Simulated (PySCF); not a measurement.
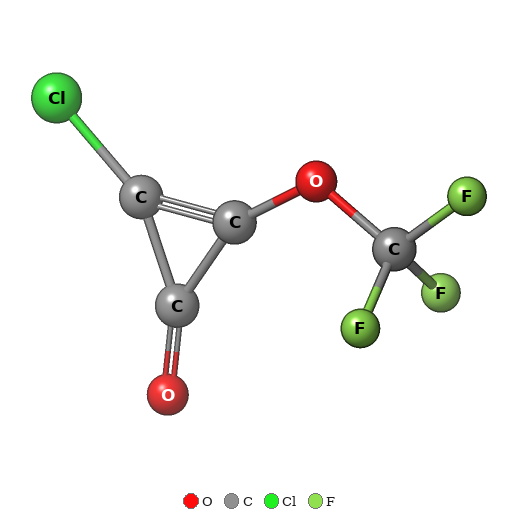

A ball-and-stick model of a molecule.

The geometry was computed by an optimisation with GFN2-xTB. No frequency run is at hand to confirm it as a minimum.

Count the atoms of each element.

Answer. C4ClF3O2, 10 atoms: 4 carbon, 1 chlorine, 3 fluorine and 2 oxygen.

Write the SMILES.

Answer. O=c1c(Cl)c1OC(F)(F)F

Count the bonded pairs by element.

Answer. 3 C–O, 3 C–C, 3 C–F, 1 C–Cl.

The parts below concern this one geometry. Atoms keep their numbers from picture to picture.

### Shape

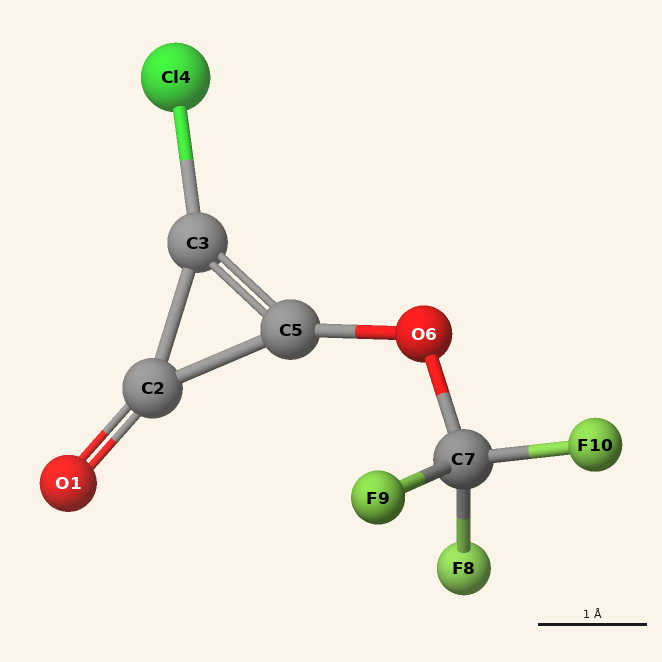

Atoms carry their numbers in the input. No frequency run is at hand to confirm it as a minimum.

How are the neighbours of atom 7 arranged?

Answer. C7 has 4 neighbours (O6 at 1.35, F8 at 1.33, F9 at 1.33, F10 at 1.32 Å); the arrangement is tetrahedral.

How are the neighbours of atom 6 arranged?

Answer. O6 has 2 neighbours (C5 at 1.35, C7 at 1.35 Å); the arrangement is bent.

Which bond is the longest?

Answer. C3–Cl4, 1.671 Å.

What is the dihedral angle C5–O6–C7–F10?

Answer. 180° in size, that is anti.

### Dipole moment

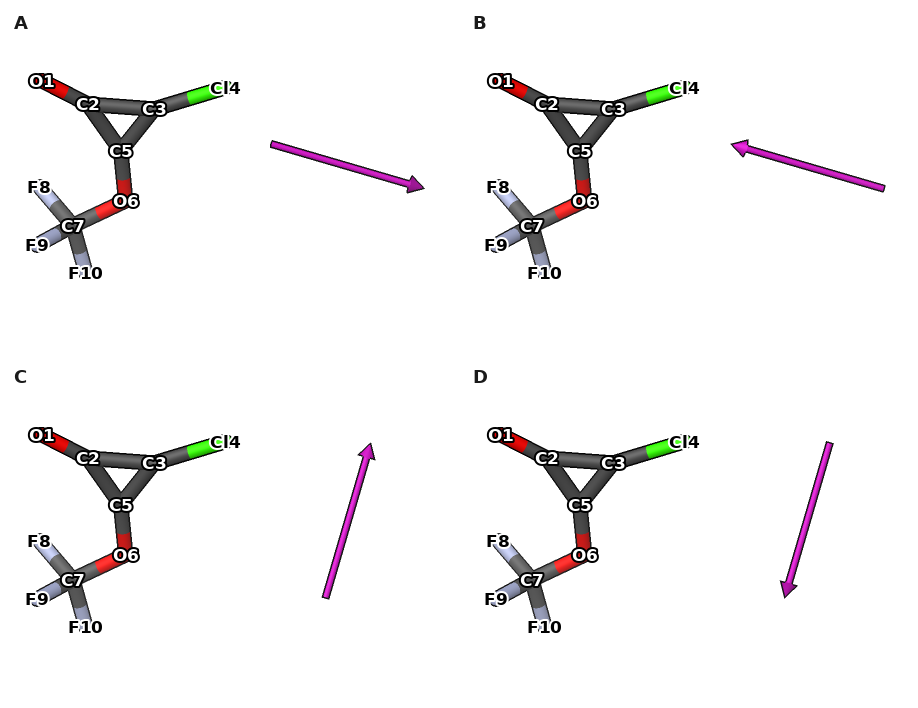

The same molecule four times, each with an arrow. No frequency run is at hand to confirm it as a minimum. Properties computed with PBE0/def2-SVPD, gas phase (PySCF 2.14.0).

Which arrow points along the dipole moment, from the negative to the positive end?

Answer. A. The dipole moment is 3.02 D; it points from the side of O1 to the side of Cl4 (the outermost atoms at the two ends).

### Ring current

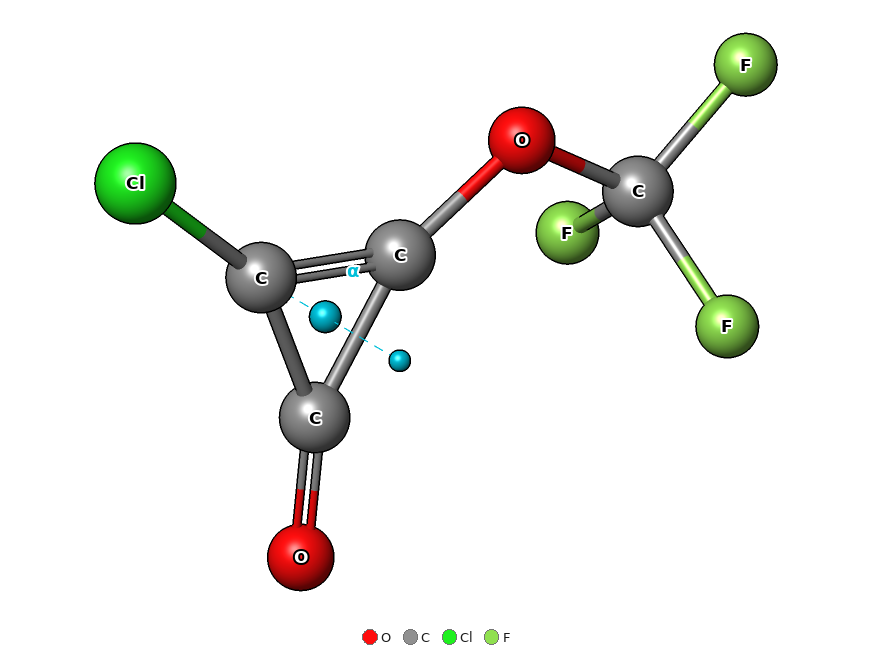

The small points mark where nucleus-independent chemical shifts (NICS) were computed: at the centre of each lettered ring and 1 Å above and below it. No frequency run is at hand to confirm it as a minimum. Method: GIAO PBE0/pcSseg-1 NMR shielding, non-relativistic, gas phase (PySCF 2.14.0).

Give NICS(0), NICS(1) and the out-of-plane component NICS(1)zz for each ring (means of the two sides).

```tsv
ring	members	NICS(0)	NICS(1)	NICS(1)zz
α	C3	−26.1	−8.0	−7.9
```

Values in ppm.

### Charges

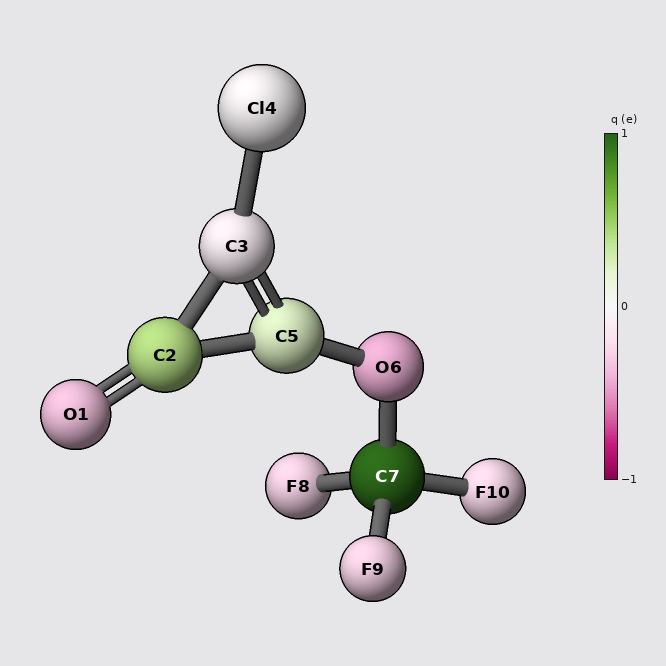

Atoms are coloured by their Mulliken charges. No frequency run is at hand to confirm it as a minimum. Properties computed with PBE0/pcSseg-1, gas phase (PySCF 2.14.0).

Which atom carries the highest charge (most positive or least negative)?

Answer. C7 (0.96 e).

And the lowest?

Answer. O6 (−0.41 e).

Give the Mulliken charges atom by atom.

```
atom  value (e)
  O1      −0.33
  C2       0.39
  C3      −0.08
 Cl4      −0.03
  C5       0.22
  O6      −0.41
  C7       0.96
  F8      −0.25
  F9      −0.25
 F10      −0.22
```

Mulliken values depend strongly on the basis set and can even reverse the polarity of a bond.
